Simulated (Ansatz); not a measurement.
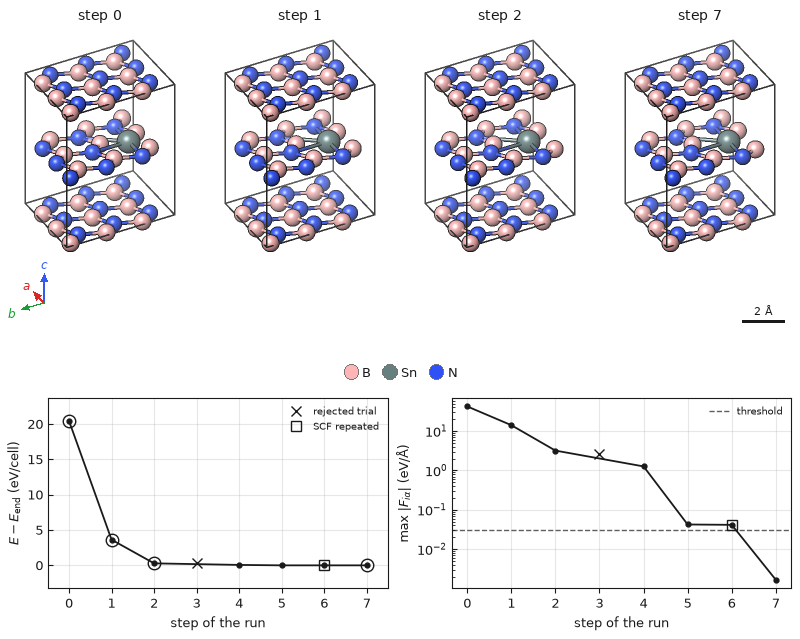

Frames of a relaxation of a defect cell of composition SnB18N17 (cell charge −1), marked on the history of the run. A ball-and-stick model of the cell of the calculation (origin shifted), seen from a free direction.

These are results of DFT, PBE, plane-wave PAW, default files, scalar-relativistic in Ansatz 0.2.0, not measurements. (plane-wave cutoff 420 eV; k-point mesh 3 × 3 × 3; occupations fermi dirac; smearing width 0.01 eV; no spin polarisation; atoms relaxed in a fixed cell; force threshold 0.03 eV/Å; at most 40 steps)

Describe the path.

The largest moves, 0.38 Å, are those of B atoms. Largest moves by element: B 0.38 Å, N 0.11 Å. Sn stays in place. The cell stays as it was. Some distances before and after: B–Sn 1.442 → 1.819 Å, B–B 2.498 → 2.180 Å, N–Sn 2.498 → 2.608 Å, B–N 1.442 → 1.359 Å. Bond angles that change, for instance: N–B–N 120.0° → 143.8°, B–N–B 120.0° → 105.1°, B–N–B 120.0° → 128.2°. Over 5 accepted moves (7 points after the start) the energy falls by 20.456 eV per cell of the calculation. Largest force component: 42 eV/Å at the start, 0.0017 eV/Å at the end. The line search rejected the trial step at point 3 of the run. 1 step only repeated the SCF at the same geometry. From step 0 to 1: B atoms move most (0.20 Å), energy −16.820 eV per cell of the calculation. From step 1 to 2: B atoms move most (0.13 Å), energy −3.352 eV per cell of the calculation. From step 2 to 7: B atoms move most (0.05 Å), energy −0.283 eV per cell of the calculation.

Limits of the set-up: the periodic images lie only 6.6 Å apart, so the values are limited by the cell's size; the cell is charged, on a uniform background, and energies carry no finite-size correction.
